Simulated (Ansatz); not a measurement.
System: NH3.

Input file:

```
crystal:
  periodic: [false, false, false]
  atoms:
    - {symbol: N, position_ang: [0.036102, -0.168692, 0.817750]}
    - {symbol: H, position_ang: [0.502527, 0.716766, 0.989484]}
    - {symbol: H, position_ang: [0.165330, -0.330696, -0.193195]}
    - {symbol: H, position_ang: [-0.954473, 0.033322, 0.912784]}
basis:
  gaussian: {orbitals: "def2-TZVPPD.json"}
hamiltonian: {xc: pbe0, dispersion: d4}
output: {orbitals: {seedname: orbitals}}
```

Launched as:

```sh
ansatz run in.yaml --threads 2 --pin off --events-out ev --progress --plain --max-ram 5222MiB
```

Geometry: PBE0-D4/def2-TZVPD.

Method: Ansatz 0.2.0, RKS PBE0-D4/def2-TZVPPD.

What can the converged electron density and electron localisation function tell about the bonding?

Answer. N–H (1.02 Å): the density is about 2.9 e/Å³ at the midpoint; the ELF climbs to about 1 towards the hydrogen, as it does in any bond to H: a covalent bond by its length.

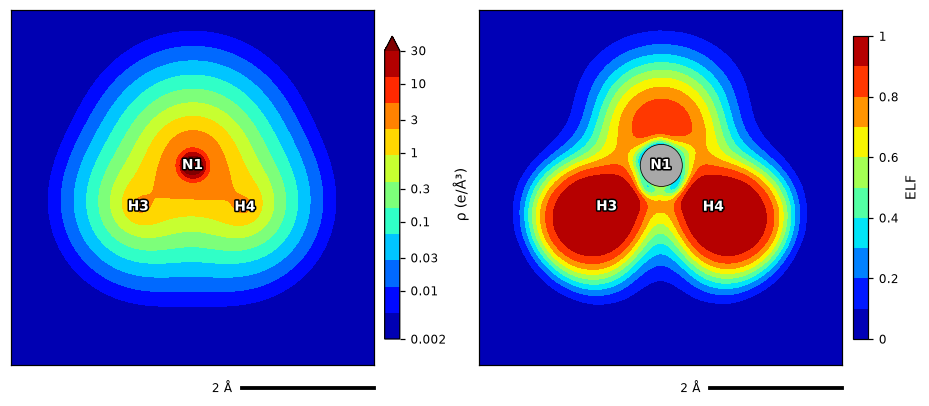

Computed electron density and electron localisation function on the plane of atoms H3, N1 and H4, in this order. Grey discs cover the atomic cores in the ELF map. 
